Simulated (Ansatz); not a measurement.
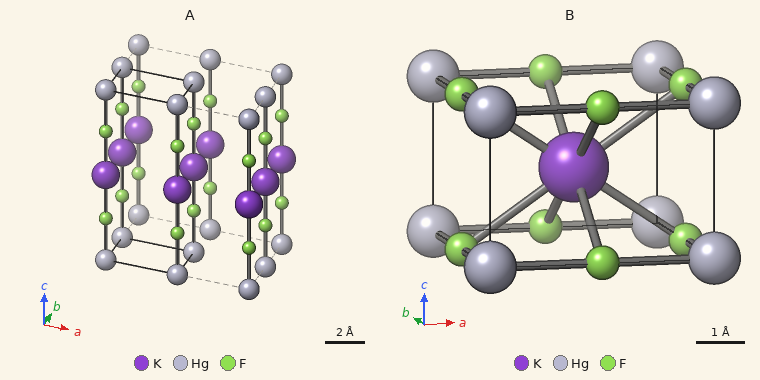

Two structures of KHgF2, each relaxed to rest (conventional cells in solid outline, small ones repeated, not to one scale). Method: DFT PBE, scalar-relativistic, plane waves, PAW (Ansatz), without spin polarisation.

### Give the type and space group of each.

A: 4 atoms a cell on a primitive hexagonal lattice, P6/mmm. B: 4 atoms a cell on a primitive tetragonal lattice, P4/mmm.

### What is the energy order of the two?

B is lower, by 372 meV/atom at this level of theory (energies at zero smearing). Volumes: A 48.2, B 19.8 Å³/atom.

One or both may be structure types tried for this composition rather than known phases.
